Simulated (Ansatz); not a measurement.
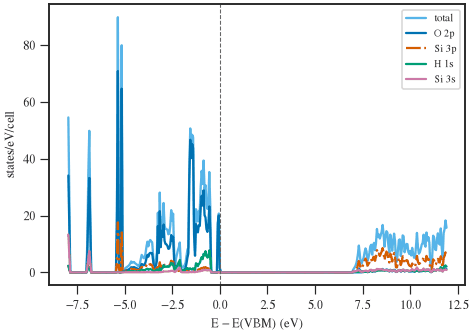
Fig. 1. Total and projected density of states of Si2H2O3 in space group R-3 (No. 148; Pearson symbol hR28), plane-wave PAW r²SCAN+D4 (Ansatz code)

Question: Which orbitals carry the states next to the gap?

Answer: Top 1 eV of the valence band: O 2p 72 %, H 1s 18 %. Bottom 1 eV of the conduction band: Si 3p 49 %, O 2s 12 %, Si 3s 10 %, O 2p 8 %, outside the projected shells 18 %. Projections are on Löwdin-orthogonalised atomic valence shells; empty p or d shells of many metals are not among them.

Question: Where is the tallest occupied peak in this window, and what makes it?

Answer: Near -5.3 eV, about 90 states/eV per cell; the largest projected share is O 2p.

The first step of the workflow began from a Materials Project structure, measured or hypothetical; the Crystallography Open Database files this formula in space group No. 148, but the cells were not matched. Whether it is the stable phase at ambient conditions was not checked. Symmetry was held in the r²SCAN+D4 relaxation; its stability against distortions is not shown here.

Potentials: the later of the program's two PAW sets.
